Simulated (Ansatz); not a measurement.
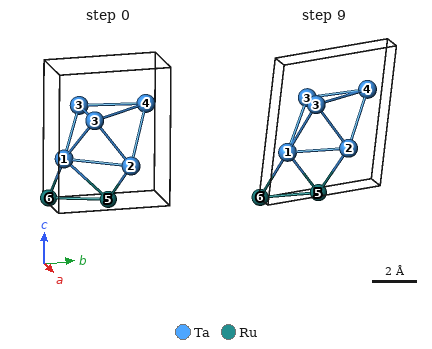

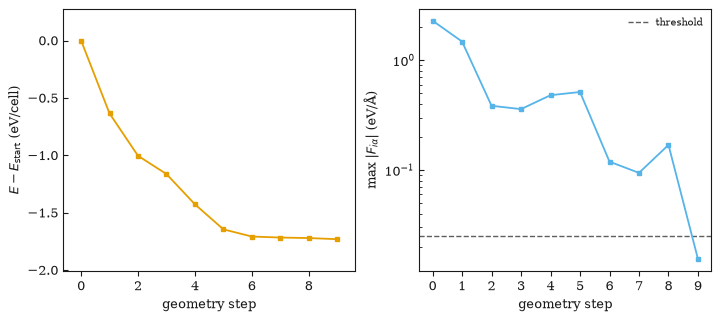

First and last geometry of a relaxation of crystalline Ta2Ru (a generated structure, set up in P1) (coarse preliminary run), with the history of the run. A ball-and-stick model of the cell of the calculation, seen slightly off an axis.

The calculation used DFT PBE, scalar-relativistic, plane waves, PAW (Ansatz).

Input
```yaml
crystal:
  lattice:
    - [2.9706824021, -0.0184943819, 0.0473847385]
    - [-0.0320332092, 5.2647823326, 0.0148005958]
    - [0.1019374302, 0.0183828889, 6.5779282176]
  atoms:
    - { symbol: Ta, position: [0.4423449835, 0.124662015, 0.324889112] }
    - { symbol: Ta, position: [0.977949069, 0.651785028, 0.3038972675] }
    - { symbol: Ta, position: [0.0100696838, 0.3173236022, 0.6540514594] }
    - { symbol: Ta, position: [0.4958176898, 0.8489063333, 0.6925378781] }
    - { symbol: Ru, position: [0.5028412136, 0.5165545913, 0.0177494389] }
    - { symbol: Ru, position: [0.0709773602, 0.0407684303, 0.006874844] }
basis:
  ecutwfc: 420
kpoints:
  mp_grid: { grid: [8, 4, 4] }
hamiltonian:
  xc: pbe
scf:
  occupations: { method: gaussian, width: 0.2 }
  lower_state_search: "off"
output:
  forces: true
  stress: true
  eigenvalues: true
relax:
  adjacent_minimum: "off"
  f_tol: 0.025
  max_steps: 60
  cell: { stress_tol: 0.25 }
```

Command:
```bash
ansatz run input.yaml --threads 1 --pin off --max-ram 2560MiB --backend cpu --events-out ev --progress --plain --runs-dir out
```

Did the run converge, and what did it change?

Answer. The run was cut off at its time limit before the relaxation converged, so the last structure is only a point on the way. After 9 geometry steps the energy has fallen by 1.731 eV per cell of the calculation. Largest force component: 2.3 eV/Å at the start, 0.015 eV/Å at the end. Pressure: 5.26 GPa at the start and −0.35 GPa at the end. The atom that moves furthest relative to the cell is Ru6 (0.34 Å roughly along [−3 −1 0]). By element the largest moves are Ru 0.34 Å, Ta 0.27 Å. The drawn cell changes as follows: a 2.971 → 2.860 Å (−3.7 %), b 5.265 → 5.479 Å (+4.1 %), c 6.579 → 6.923 Å (+5.2 %), α 89.7° → 81.9°, β 88.2° → 74.4°, γ 90.7° → 100.7°; the volume changes by −2.2 %. Some distances before and after: Ta2–Ru6 4.237 → 3.059 Å, Ta4–Ru5 3.972 → 3.059 Å, Ta1–Ru6 2.436 → 3.199 Å, Ta2–Ta3 4.011 → 3.302 Å. The space group (tolerance 0.01 Å) goes from P1 (No. 1) to P-1 (No. 2).
